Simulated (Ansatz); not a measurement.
# HfMg6Tl, from a guessed structure to a relaxed one

This structure for HfMg6Tl is made up. Its elements were placed in a known structure type with a cell scaled to their sizes. What cell does the guess relax to, and how far off was it?

Method: DFT, PBEsol, plane-wave PAW, files of the set soft_1, scalar-relativistic, no spin, cell and ions relaxed at zero pressure; PAW set soft_1, in the first sound run; inputs show where later runs differ, in Ansatz 0.2.0.

## 1. Set-up

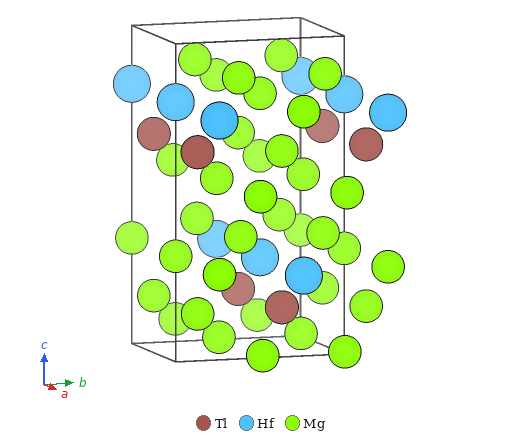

The cell as given, slightly off an axis (thallium brown, hafnium blue, magnesium green). 2×1×1 cells are drawn. This picture shows the conventional cell, with its axes. Some periodic images of atoms are drawn too.

## 2. Relaxing cell and atoms

The guess takes its coordinates from another compound and its volume from a rule, so the cell and any free coordinates are relaxed together.

Contents of input.yaml:

```yaml
crystal:
  lattice:
    - [4.972, 0.0, 0.0]
    - [0.0, 3.1905, 5.767]
    - [0.0, -3.1905, 5.767]
  atoms:
    - { symbol: Tl, position: [0.5, 0.6881, 0.6881] }
    - { symbol: Hf, position: [0.0, 0.8166, 0.8166] }
    - { symbol: Mg, position: [0.5, 0.1796, 0.1796] }
    - { symbol: Mg, position: [0.5, 0.6719, 0.1597] }
    - { symbol: Mg, position: [0.5, 0.1597, 0.6719] }
    - { symbol: Mg, position: [0.0, 0.3321, 0.3321] }
    - { symbol: Mg, position: [0.0, 0.8146, 0.3278] }
    - { symbol: Mg, position: [0.0, 0.3278, 0.8146] }
kpoints:
  mp_grid: { grid: [6, 5, 5] }
scf:
  occupations: { method: fermi_dirac, width: 0.05 }
hamiltonian:
  xc: pbesol
  pseudopotentials: { kind: paw, azcp: { folder: soft_1 }, xc_functional: pbe }
relax:
  f_tol: 0.015
  max_steps: 70
  cell: {}
output:
  forces: true
  stress: true
```

Command:

```
$ ansatz run input.yaml --threads 4 --pin off --max-ram 10240MiB --backend cpu --events-out ev --progress --plain --runs-dir out
```

Numbers of over 12 decimals in the logs are rounded to 6 here.

The log of the run:

```text
Engine: ansatz 0.2.0, aarch64-unknown-linux-gnu
Pseudopotentials: kind: paw
Pseudopotential: Tl, paw, valence charge 13, recommended cutoff 420 eV (normal), soft_1/Tl.paw.azcp
Pseudopotential: Hf, paw, valence charge 26, recommended cutoff 420 eV (normal), soft_1/Hf.paw.azcp
Pseudopotential: Mg, paw, valence charge 10, recommended cutoff 420 eV (normal), soft_1/Mg.paw.azcp
Functional definition: PBEsol
  exchange = pbesol_x
  correlation = pbesol_c
Crystal: 8 atoms, lattice volume = 182.966 Å³
Basis set: ecut = 420 eV, 3561 PW (Γ), exchange–correlation on 72×90×90 points (8 copies of the dense FFT grid, shifted against one another)
Bands: 60, of which v1, the nominal top of the filled ones, is band 50 counted from 1 (49 counted from 0)
Symmetry: 4 space group operations
Space group: Amm2 (ITA 38), of the structure as read, at distance tolerance 5.7e-5 Å
k-points: 36 of 150 (time reversal used)
Non-local potential: Tl, projectors of the file, l = 0: 2, l = 1: 2, l = 2: 2, l = 3: 1
Non-local potential: Hf, projectors of the file, l = 0: 3, l = 1: 2, l = 2: 2, l = 3: 3
Non-local potential: Mg, projectors of the file, l = 0: 3, l = 1: 2, l = 2: 1
PAW form: soft (Blöchl's): semilocal exchange-correlation on the pseudo side does not see the compensation charge
PAW frozen core: Tl, regenerated for the run's functional, and the local potential with it (the file was generated under x = pbe(κ = 0.804, μ = 0.219515), c = pbe(β = 0.066725))
PAW frozen core: Hf, regenerated for the run's functional, and the local potential with it (the file was generated under x = pbe(κ = 0.804, μ = 0.219515), c = pbe(β = 0.066725))
PAW frozen core: Mg, regenerated for the run's functional, and the local potential with it (the file was generated under x = pbe(κ = 0.804, μ = 0.219515), c = pbe(β = 0.066725))
PAW one-centre angular grid: Tl, 590 points (default); XC on 64 Gauss nodes
PAW one-centre angular grid: Hf, 590 points (default); XC on 64 Gauss nodes
PAW one-centre angular grid: Mg, 110 points (default); XC on 64 Gauss nodes
Initial density: superposition of atomic densities (chi_scale 0.1, normalization cell, long waves kept (reshape's long-wave potential 0.00 eV rms))
Initial wavefunctions: pseudopotential atomic-orbital guess
Functional: x = pbesol(κ = 0.804, μ = 0.123457), c = pbesol(β = 0.046)
SCF iter   1: F=—  HF=-38369.286108 eV  |F-HF|=—  |Δ(HF+E_count)|=         —  Δρ=3.06e-2  dr2=5.90e0  ethr=3.10e-3  ⟨swp⟩=7.1  Hψ=9084  notcnv=0  defer=2
preconditioner: auto → Kerker (q_TF=auto, 2.463 Å⁻¹)  [metal: Δε(μ)=0.039 eV  Ē_g=10.039 eV  σ=0.050 eV  W_gap=0.19  n_scr=44 (ndim 8)  ℏωp=18.0 eV  f_vac=0.000  D(μ)=3.02/eV (n_scr^D=20)]
SCF iter   2: F=—  HF=-38368.466491 eV  |F-HF|=—  |Δ(HF+E_count)|=   8.20e-1  Δρ=1.58e-2  dr2=1.23e0  ethr=3.10e-3  ⟨swp⟩=2.1  Hψ=3318  notcnv=0  defer=69
SCF iter   3: F=—  HF=-38368.236708 eV  |F-HF|=—  |Δ(HF+E_count)|=   2.30e-1  Δρ=6.93e-3  dr2=2.36e-1  ethr=1.24e-3  ⟨swp⟩=2.0  Hψ=3174  notcnv=0  defer=69
SCF iter   4: F=—  HF=-38368.181128 eV  |F-HF|=—  |Δ(HF+E_count)|=   5.56e-2  Δρ=3.75e-3  dr2=4.10e-2  ethr=2.38e-4  ⟨swp⟩=2.4  Hψ=4057  notcnv=0  defer=71
SCF iter   5: F=—  HF=-38368.154524 eV  |F-HF|=—  |Δ(HF+E_count)|=   2.66e-2  Δρ=8.99e-4  dr2=2.39e-3  ethr=4.14e-5  ⟨swp⟩=2.0  Hψ=4055  notcnv=0  defer=72
SCF iter   6: F=—  HF=-38368.154269 eV  |F-HF|=—  |Δ(HF+E_count)|=   2.55e-4  Δρ=2.49e-4  dr2=2.47e-4  ethr=2.41e-6  ⟨swp⟩=2.0  Hψ=3708  notcnv=0  defer=72
SCF iter   7: F=—  HF=-38368.154174 eV  |F-HF|=—  |Δ(HF+E_count)|=   9.58e-5  Δρ=7.61e-5  dr2=1.97e-5  ethr=2.50e-7  ⟨swp⟩=2.0  Hψ=2925  notcnv=0  defer=72
SCF iter   8: F=—  HF=-38368.154069 eV  |F-HF|=—  |Δ(HF+E_count)|=   1.05e-4  Δρ=3.84e-5  dr2=6.43e-6  ethr=1.99e-8  ⟨swp⟩=2.9  Hψ=3715  notcnv=0  defer=72
SCF iter   9: F=—  HF=-38368.154066 eV  |F-HF|=—  |Δ(HF+E_count)|=   2.63e-6  Δρ=8.98e-6  dr2=3.69e-7  ethr=6.50e-9  ⟨swp⟩=2.0  Hψ=3664  notcnv=0  defer=72
SCF iter  10: F=-38368.154066 eV  HF=-38368.154066 eV  |F-HF|=4.82e-8  |Δ(HF+E_count)|=   7.34e-8  Δρ=3.51e-6  dr2=4.73e-8  ethr=1.01e-10  ⟨swp⟩=4.8  Hψ=7421  notcnv=0
SCF 1 converged in 10 iterations: F = -38368.154066 eV  dr2 = 4.73e-8
  greatest PAW one-centre occupation: 1.000 electrons in one spin orbital (limit 2), on the Mg atom at site 5 (counted from 0), in its partial waves of l = 0
relax step   1: F+E_penalty+E_count = -38368.15406624 eV  Δ(F+E_penalty+E_count) = +0.000e0 eV  max|allowed force component| = 8.149e-1 eV/Å  Δτ_max = 0.0000 Å  P = -0.971 GPa  Ω = 182.966 Å³  (10 SCF iters, dr2 threshold 1.00e-7 eV, accepted)
Crystal: 8 atoms, lattice volume = 176.950 Å³
Basis set: ecut = 420 eV, 3469 PW (Γ), exchange–correlation on 72×90×90 points (8 copies of the dense FFT grid, shifted against one another)
Initial density: handed on by an earlier stage of this run
Initial wavefunctions: those handed on with the density
iter 1 solved again at ethr=1.42e-4 eV; its pass at ethr=3.10e-3 eV (dr2=1.40e-1 eV) is discarded
SCF iter   1: F=—  HF=-38368.359411 eV  |F-HF|=—  |Δ(HF+E_count)|=         —  Δρ=5.89e-3  dr2=1.40e-1  ethr=1.42e-4  ⟨swp⟩=2.8  Hψ=11723  notcnv=0
preconditioner: auto → Kerker (q_TF=auto, 2.477 Å⁻¹)  [metal: Δε(μ)=0.011 eV  Ē_g=10.326 eV  σ=0.050 eV  W_gap=0.05  n_scr=44 (ndim 8)  ℏωp=18.3 eV  f_vac=0.000  D(μ)=4.16/eV (n_scr^D=26)]
SCF iter   2: F=—  HF=-38368.338419 eV  |F-HF|=—  |Δ(HF+E_count)|=   2.10e-2  Δρ=3.58e-3  dr2=6.23e-2  ethr=1.42e-4  ⟨swp⟩=1.9  Hψ=2277  notcnv=0
SCF iter   3: F=—  HF=-38368.322936 eV  |F-HF|=—  |Δ(HF+E_count)|=   1.55e-2  Δρ=6.13e-4  dr2=1.80e-3  ethr=6.30e-5  ⟨swp⟩=2.0  Hψ=3246  notcnv=0
SCF iter   4: F=—  HF=-38368.322840 eV  |F-HF|=—  |Δ(HF+E_count)|=   9.56e-5  Δρ=4.61e-4  dr2=5.51e-4  ethr=1.81e-6  ⟨swp⟩=2.0  Hψ=3902  notcnv=0
SCF iter   5: F=—  HF=-38368.322276 eV  |F-HF|=—  |Δ(HF+E_count)|=   5.64e-4  Δρ=1.53e-4  dr2=5.73e-5  ethr=5.57e-7  ⟨swp⟩=2.1  Hψ=3776  notcnv=0
SCF iter   6: F=—  HF=-38368.322188 eV  |F-HF|=—  |Δ(HF+E_count)|=   8.78e-5  Δρ=5.24e-5  dr2=7.16e-6  ethr=5.78e-8  ⟨swp⟩=2.0  Hψ=2981  notcnv=0
SCF iter   7: F=-38368.322186 eV  HF=-38368.322186 eV  |F-HF|=2.60e-7  |Δ(HF+E_count)|=   1.82e-6  Δρ=1.40e-5  dr2=5.37e-7  ethr=8.08e-10  ⟨swp⟩=4.0  Hψ=10686  notcnv=0
SCF 2 converged in 7 iterations: F = -38368.322186 eV  dr2 = 5.37e-7
relax step   2: F+E_penalty+E_count = -38368.32218596 eV  Δ(F+E_penalty+E_count) = -1.681e-1 eV  max|allowed force component| = 3.407e-1 eV/Å  Δτ_max = 0.1949 Å  P = -0.346 GPa  Ω = 176.950 Å³  energy of the carried Pulay correction = +4.118e-4 eV  (7 SCF iters, dr2 threshold 8.00e-7 eV, accepted)
Crystal: 8 atoms, lattice volume = 175.694 Å³
Basis set: ecut = 420 eV, 3429 PW (Γ), exchange–correlation on 72×90×90 points (8 copies of the dense FFT grid, shifted against one another)
iter 1 solved again at ethr=1.03e-5 eV; its pass at ethr=3.10e-3 eV (dr2=1.02e-2 eV) is discarded
SCF iter   1: F=—  HF=-38368.342017 eV  |F-HF|=—  |Δ(HF+E_count)|=         —  Δρ=1.40e-3  dr2=1.01e-2  ethr=1.03e-5  ⟨swp⟩=2.8  Hψ=11206  notcnv=0
preconditioner: auto → Kerker (q_TF=auto, 2.480 Å⁻¹)  [metal: Δε(μ)=0.004 eV  Ē_g=10.387 eV  σ=0.050 eV  W_gap=0.02  n_scr=44 (ndim 8)  ℏωp=18.4 eV  f_vac=0.000  D(μ)=4.04/eV (n_scr^D=26)]
SCF iter   2: F=—  HF=-38368.340559 eV  |F-HF|=—  |Δ(HF+E_count)|=   1.46e-3  Δρ=8.33e-4  dr2=4.25e-3  ethr=1.02e-5  ⟨swp⟩=1.1  Hψ=2164  notcnv=0
SCF iter   3: F=—  HF=-38368.339573 eV  |F-HF|=—  |Δ(HF+E_count)|=   9.87e-4  Δρ=1.69e-4  dr2=1.57e-4  ethr=4.29e-6  ⟨swp⟩=2.0  Hψ=2684  notcnv=0
SCF iter   4: F=—  HF=-38368.339460 eV  |F-HF|=—  |Δ(HF+E_count)|=   1.13e-4  Δρ=1.42e-4  dr2=5.69e-5  ethr=1.58e-7  ⟨swp⟩=2.9  Hψ=4199  notcnv=0
SCF iter   5: F=—  HF=-38368.339403 eV  |F-HF|=—  |Δ(HF+E_count)|=   5.72e-5  Δρ=5.36e-5  dr2=8.21e-6  ethr=5.74e-8  ⟨swp⟩=2.8  Hψ=3815  notcnv=0
SCF iter   6: F=—  HF=-38368.339400 eV  |F-HF|=—  |Δ(HF+E_count)|=   2.28e-6  Δρ=1.34e-5  dr2=3.32e-7  ethr=8.08e-10  ⟨swp⟩=4.4  Hψ=11445  notcnv=0
SCF iter   7: F=-38368.339400 eV  HF=-38368.339400 eV  |F-HF|=1.42e-7  |Δ(HF+E_count)|=   3.21e-7  Δρ=5.77e-6  dr2=7.86e-8  ethr=3.35e-10  ⟨swp⟩=5.0  Hψ=7627  notcnv=0
SCF 3 converged in 7 iterations: F = -38368.339400 eV  dr2 = 7.86e-8
relax step   3: F+E_penalty+E_count = -38368.33939979 eV  Δ(F+E_penalty+E_count) = -1.721e-2 eV  max|allowed force component| = 2.749e-2 eV/Å  Δτ_max = 0.0494 Å  P = +0.009 GPa  Ω = 175.694 Å³  energy of the carried Pulay correction = +4.995e-4 eV  (7 SCF iters, dr2 threshold 8.00e-7 eV, accepted)
Crystal: 8 atoms, lattice volume = 175.734 Å³
Basis set: ecut = 420 eV, 3441 PW (Γ), exchange–correlation on 72×90×90 points (8 copies of the dense FFT grid, shifted against one another)
iter 1 solved again at ethr=2.13e-7 eV; its pass at ethr=3.10e-3 eV (dr2=2.11e-4 eV) is discarded
SCF iter   1: F=—  HF=-38368.340235 eV  |F-HF|=—  |Δ(HF+E_count)|=         —  Δρ=2.84e-4  dr2=2.08e-4  ethr=2.13e-7  ⟨swp⟩=3.0  Hψ=11089  notcnv=0
preconditioner: auto → Kerker (q_TF=auto, 2.479 Å⁻¹)  [metal: Δε(μ)=0.003 eV  Ē_g=10.388 eV  σ=0.050 eV  W_gap=0.01  n_scr=44 (ndim 8)  ℏωp=18.4 eV  f_vac=0.000  D(μ)=4.09/eV (n_scr^D=26)]
SCF iter   2: F=—  HF=-38368.340209 eV  |F-HF|=—  |Δ(HF+E_count)|=   2.63e-5  Δρ=1.75e-4  dr2=8.81e-5  ethr=2.10e-7  ⟨swp⟩=1.2  Hψ=2359  notcnv=0
SCF iter   3: F=—  HF=-38368.340116 eV  |F-HF|=—  |Δ(HF+E_count)|=   9.27e-5  Δρ=4.02e-5  dr2=4.60e-6  ethr=8.90e-8  ⟨swp⟩=2.0  Hψ=3309  notcnv=0
SCF iter   4: F=—  HF=-38368.340080 eV  |F-HF|=—  |Δ(HF+E_count)|=   3.64e-5  Δρ=2.57e-5  dr2=1.55e-6  ethr=4.64e-9  ⟨swp⟩=2.9  Hψ=3937  notcnv=0
SCF iter   5: F=—  HF=-38368.340079 eV  |F-HF|=—  |Δ(HF+E_count)|=   3.86e-7  Δρ=6.69e-6  dr2=1.44e-7  ethr=1.57e-9  ⟨swp⟩=2.0  Hψ=3107  notcnv=0
SCF iter   6: F=-38368.340079 eV  HF=-38368.340079 eV  |F-HF|=7.16e-9  |Δ(HF+E_count)|=   3.15e-8  Δρ=1.97e-6  dr2=1.21e-8  ethr=5.98e-11  ⟨swp⟩=5.2  Hψ=9530  notcnv=0
SCF 4 converged in 6 iterations: F = -38368.340079 eV  dr2 = 1.21e-8
relax step   4: F+E_penalty+E_count = -38368.34007917 eV  Δ(F+E_penalty+E_count) = -6.794e-4 eV  max|allowed force component| = 1.312e-2 eV/Å  Δτ_max = 0.0093 Å  P = +0.009 GPa  Ω = 175.734 Å³  energy of the carried Pulay correction = +4.967e-4 eV  (6 SCF iters, dr2 threshold 5.92e-8 eV, accepted)
Initial wavefunctions: pseudopotential atomic-orbital guess (no wavefunctions were taken with the density)
iter 1 solved again at ethr=1.05e-7 eV; its pass at ethr=3.10e-3 eV (dr2=1.04e-4 eV) is discarded
SCF iter   1: F=—  HF=-38368.339700 eV  |F-HF|=—  |Δ(HF+E_count)|=         —  Δρ=2.24e-5  dr2=1.43e-7  ethr=1.05e-7  ⟨swp⟩=3.0  Hψ=14773  notcnv=0
preconditioner: auto → Kerker (q_TF=auto, 2.479 Å⁻¹)  [metal: Δε(μ)=0.002 eV  Ē_g=10.389 eV  σ=0.050 eV  W_gap=0.01  n_scr=44 (ndim 8)  ℏωp=18.4 eV  f_vac=0.000  D(μ)=4.09/eV (n_scr^D=26)]
SCF iter   2: F=—  HF=-38368.339586 eV  |F-HF|=—  |Δ(HF+E_count)|=   1.14e-4  Δρ=1.54e-5  dr2=2.72e-7  ethr=1.45e-10  ⟨swp⟩=3.0  Hψ=4237  notcnv=0
SCF iter   3: F=—  HF=-38368.339586 eV  |F-HF|=—  |Δ(HF+E_count)|=   2.80e-8  Δρ=7.78e-6  dr2=3.23e-8  ethr=1.45e-10  ⟨swp⟩=2.0  Hψ=3741  notcnv=0
SCF iter   4: F=—  HF=-38368.339586 eV  |F-HF|=—  |Δ(HF+E_count)|=   9.87e-9  Δρ=2.41e-6  dr2=3.62e-9  ethr=3.26e-11  ⟨swp⟩=2.0  Hψ=3050  notcnv=0
SCF iter   5: F=—  HF=-38368.339586 eV  |F-HF|=—  |Δ(HF+E_count)|=   1.03e-9  Δρ=4.75e-7  dr2=3.26e-10  ethr=3.66e-12  ⟨swp⟩=2.0  Hψ=3736  notcnv=0
SCF iter   6: F=-38368.339586 eV  HF=-38368.339586 eV  |F-HF|=3.64e-11  |Δ(HF+E_count)|=  7.28e-12  Δρ=1.11e-7  dr2=3.34e-11  ethr=1.00e-12  ⟨swp⟩=5.0  Hψ=7750  notcnv=0
SCF 5 converged in 6 iterations: F = -38368.339586 eV  dr2 = 3.34e-11
relax step   5: F+E_penalty+E_count = -38368.33958605 eV  Δ(F+E_penalty+E_count) = +4.931e-4 eV  max|allowed force component| = 1.316e-2 eV/Å  Δτ_max = 0.0000 Å  P = +0.009 GPa  Ω = 175.734 Å³  stress off target by 3.53e-2 GPa  SCF on the basis re-selected at this cell (its energy is not comparable with the rows above)  (6 SCF iters)
basis re-selected at this cell: Δ(F+E_penalty+E_count) = +4.931e-4 eV, ΔP = -0.000 GPa vs the last step (what re-selecting the basis moved, of the pressure what is left beyond the Pulay correction that the steps carried, after the strain that the cell walked since its last selection, with what the two solves' SCF thresholds leave and, on support functions, any second-order correction that the steps lacked; it is no m [...]
SCF converged after 6 iterations
Free energy (F): -38368.339586 eV
Harris-Foulkes:  -38368.339586 eV  (|F-HF|=3.64e-11)
Internal energy: -38368.306111 eV  (E = F + TS)
E sigma→0 (E₀):  -38368.322848 eV
Entropy (-TS):   -0.033475 eV (-4.184 meV/atom)
Fermi energy:    8.491615 eV
--- Per-component energies (eV) ---
  E_band       = -2244.237827
  E_kinetic    = 1093.154720
  E_local      = -18883.401756  (includes V_loc(G=0)·N_el)
  E_nonlocal   = 1555.102181
  E_hartree    = 7561.784986
  E_xc         = -603.634788
  E_vxc        = -578.857681  (∫ρ·V_xc dr)
  E_paw        = -19352.316858  (= ΣΔE_a)
  E_vpaw       = -553.804570  (= ΣTr[D̂ρ^β])
  E_aug_tail   = -0.000829  (compensation charges beyond the density's cutoff)
  E_ewald      = -9740.636331
  E_core_change = 1.642563  (= ΣΔE_core)
  E_smearing   = -0.033475  (= −TS)
  E_closure    = -0.000000  (closes the sum)
  Σ components = -38368.339586   (vs F -38368.339586, Δ=0.00e0)
--- Forces (eV/Å), atoms counted from 1 ---
  atom   1  Tl    -0.00000000     0.00000000     0.00151813
  atom   2  Hf    -0.00000000     0.00000000     0.01315990
  atom   3  Mg    -0.00000000     0.00000000    -0.01218513
  atom   4  Mg     0.00000000    -0.00119186    -0.00374034
  atom   5  Mg     0.00000000     0.00119186    -0.00374034
  atom   6  Mg    -0.00000000     0.00000000     0.00422430
  atom   7  Mg    -0.00000000     0.00155820     0.00038126
  atom   8  Mg    -0.00000000    -0.00155820     0.00038126
  max |Σ_I F_I| component: 9.43e-7 eV/Å
--- Stress (GPa, compression-positive) ---
        0.007956       0.000000       0.000000
        0.000000       0.035304      -0.000000
        0.000000      -0.000000      -0.016345
  P = ⅓ Tr σ = 0.0090 GPa (0.090 kbar)
--- Relaxed structure (4 steps of the walk, 4 accepted, 1 SCFs on fresh bases) ---
  F+E_penalty+E_count = -38368.33958605 eV   max|allowed force component| = 1.316e-2 eV/Å   (the final SCF, on the basis selected at the relaxed cell)
  cell:  # Å, volume = 175.7337 Å³
    - [4.984903, 0, 0]
    - [0, 3.161298, 5.575744]
    - [0, -3.161298, 5.575744]
  atoms:
    - { symbol: Tl, position: [0.5, 0.672794, 0.672794] }
    - { symbol: Hf, position: [0, 0.824366, 0.824366] }
    - { symbol: Mg, position: [0.5, 0.173224, 0.173224] }
    - { symbol: Mg, position: [0.5, 0.673333, 0.163901] }
    - { symbol: Mg, position: [0.5, 0.163901, 0.673333] }
    - { symbol: Mg, position: [0, 0.332021, 0.332021] }
    - { symbol: Mg, position: [0, 0.831322, 0.319440] }
    - { symbol: Mg, position: [0, 0.319440, 0.831322] }
```

The job ended after 47 s (4 threads of Arm Neoverse V1, shared host; peak memory 0.7 GiB; 3 min of CPU time).

Relaxation path:

| step | energy less that of the first step (eV) | largest force component (eV/Å) | pressure (GPa) | volume (Å³) |
| --- | --- | --- | --- | --- |
| 1 | 0.0000 | 0.8149 | -0.97 | 182.97 |
| 2 | -0.1681 | 0.3407 | -0.35 | 176.95 |
| 3 | -0.1853 | 0.0275 | 0.01 | 175.69 |
| 4 | -0.1860 | 0.0131 | 0.01 | 175.73 |
| 5* | -0.1855 | 0.0132 | 0.01 | 175.73 |

Relaxation steps marked * repeat the geometry before them on a plane-wave basis chosen anew for their cell, so energy and pressure can jump there.

The run keeps the 4 symmetry operations that it works with, so distortions that break them were not tested.

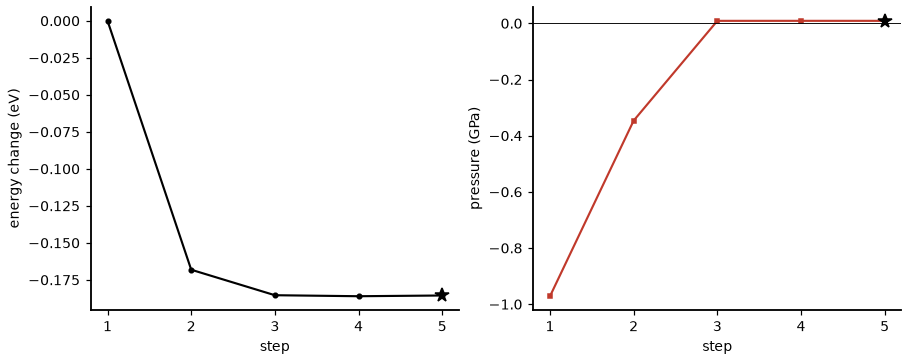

Energy and pressure along the relaxation. Stars mark steps on a basis chosen anew.

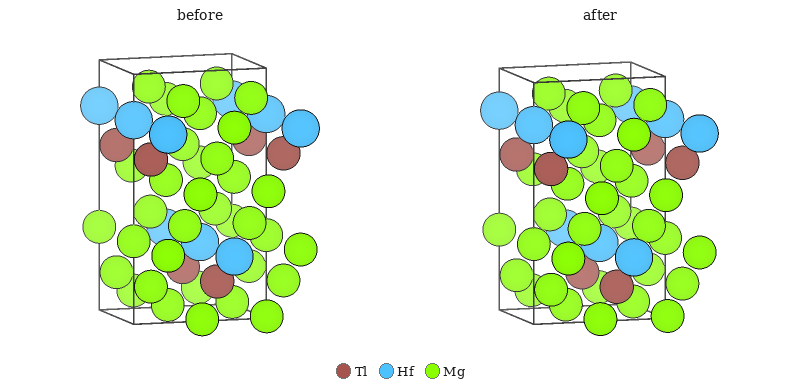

The structure before and after the relaxation, drawn at the same scale.

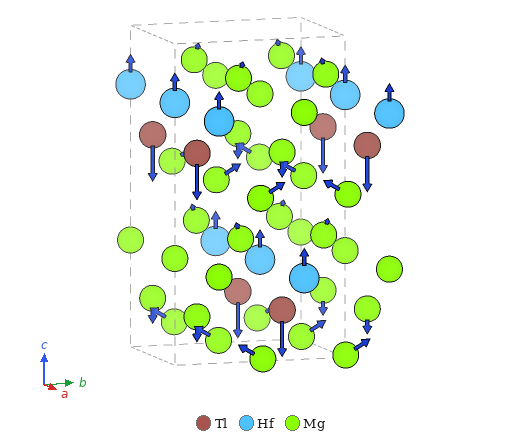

Displacements in the relaxation, exaggerated, measured against the changing cell; the longest in the cell stands for 0.17 Å. 2×1×1 conventional cells are drawn. Some periodic images of atoms are drawn too.

| conventional cell, symmetrised | before | after | change |
| --- | --- | --- | --- |
| a (Å) | 4.972 | 4.985 | +0.3 % |
| b (Å) | 6.381 | 6.323 | -0.9 % |
| c (Å) | 11.534 | 11.151 | -3.3 % |
| volume (Å³/atom) | 22.87 | 21.97 | -4.0 % |

The atoms that moved most (Å, as changes of fractional coordinates times the final cell):

| atom | dx | dy | dz | length |
| --- | --- | --- | --- | --- |
| Tl1 | 0.000 | 0.000 | -0.171 | 0.171 |
| Mg8 | 0.000 | -0.079 | 0.047 | 0.092 |
| Mg7 | 0.000 | 0.079 | 0.047 | 0.092 |
| Hf2 | 0.000 | 0.000 | 0.087 | 0.087 |
| Mg3 | 0.000 | 0.000 | -0.071 | 0.071 |
| Mg4 | 0.000 | -0.009 | 0.031 | 0.033 |
| Mg5 | 0.000 | 0.009 | 0.031 | 0.033 |

Numbers from this step:

```yaml
free_energy: -38368.3396 eV
energy_at_zero_smearing: -38368.3228 eV
smearing_term_ts: 0.03348 eV
fermi_energy: 8.492 eV
electrons: 99
symmetry_operations: 4
pressure: 0.008972 GPa
```

Shortest distances by pair of elements, guess and relaxed (not always the same contact):

| pair | guess (Å) | relaxed (Å) |
| --- | --- | --- |
| Hf–Tl | 2.894 | 3.012 |
| Mg–Mg | 3.045 | 3.044 |
| Hf–Mg | 3.148 | 3.118 |
| Mg–Tl | 3.053 | 3.150 |
| Tl–Tl | 4.972 | 4.985 |

The relaxation ends with a largest force component of 0.013 eV/Å and a pressure of 0.01 GPa.

(Part 1 of 2 ends here.)

[Logs are printed without paths, hosts, clocks, repeated set-up lines and the standing remarks that a program may print on its own settings, such as how far it seeks lower states.]

[Hosts, paths, dates, database ids (printed as entryN), source tags and the programs' standing remarks are cut or masked in the printed files.]
